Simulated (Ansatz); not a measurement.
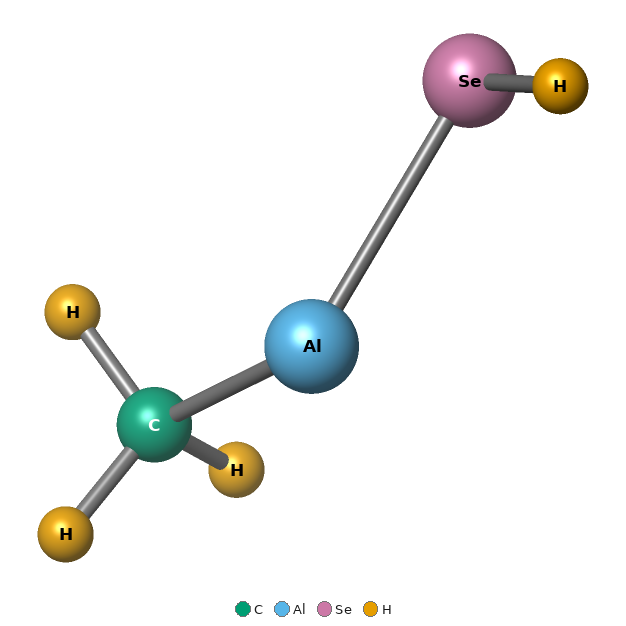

A ball-and-stick model of a molecule. Every bond is drawn as one stick, whatever its order.

Charge 0, doublet. The geometry was computed by an optimisation with PBE0-D4/def2-TZVP.

What does the picture show?

The molecule is CH4AlSe. As SMILES it reads `[CH3][Al][SeH]`. It is an open-shell species. Coordination: 1 C tetrahedral; 1 Al bent; 1 Se bent.

The parts below concern this one geometry. Atoms keep their numbers from picture to picture.

Vibrations

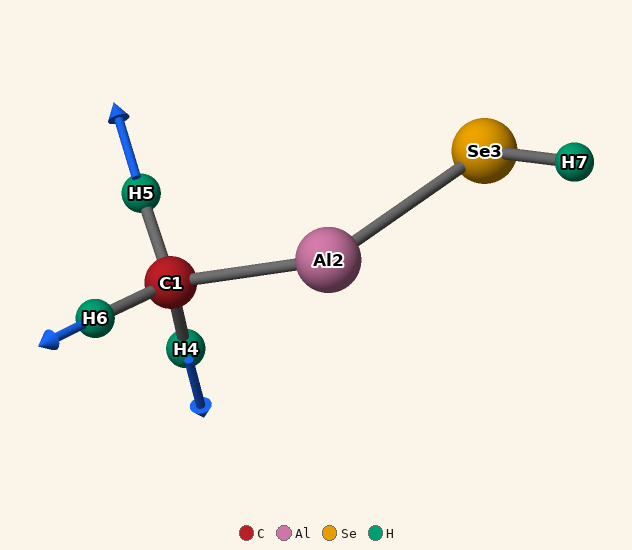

The arrows show one normal mode. Harmonic vibrations computed with UKS PBE0-D4/def2-TZVP (Ansatz 0.2.0) at a stationary point of the same level.

What kind of motion is it?

Answer. Mostly in-phase stretching of 3 C–H bonds.

Estimate its harmonic wavenumber.

Answer. 3035 cm⁻¹; it is mode 13 of 15 counted from the lowest.

Electronic properties

Method: UKS r2SCAN0-D4/def2-TZVPP (Ansatz 0.2.0).

Computed properties:

- HOMO energy (Kohn–Sham orbital): −5.76 eV
- ⟨S²⟩ of the determinant: 0.754
- dispersion correction: −3.7 kJ/mol

Charges

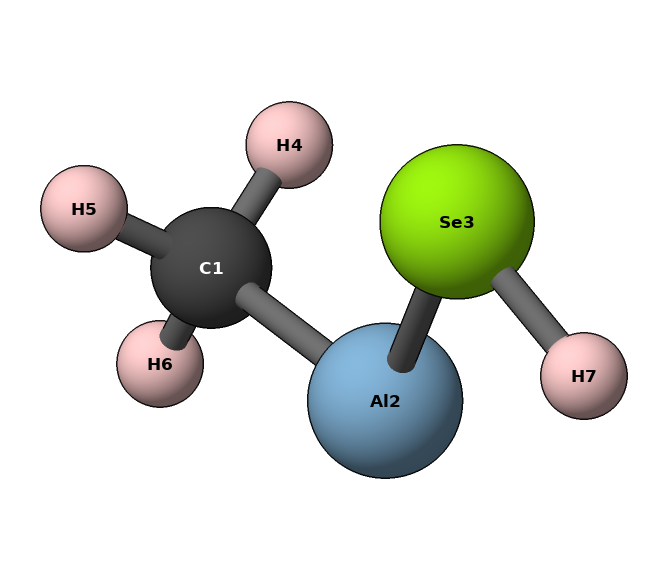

The questions are on Mulliken charges. Properties computed with UKS B3LYP-D4/def2-TZVPP (Ansatz 0.2.0).

Which atom carries the highest charge (most positive or least negative)?

Answer. Al2 (0.28 e).

And the lowest?

Answer. C1 (−0.42 e).

Give the Mulliken charges atom by atom.

```
atom  value (e)
  C1      −0.42
 Al2       0.28
 Se3      −0.21
  H4       0.10
  H5       0.10
  H6       0.10
  H7       0.05
```

Mulliken values depend strongly on the basis set and can even reverse the polarity of a bond.
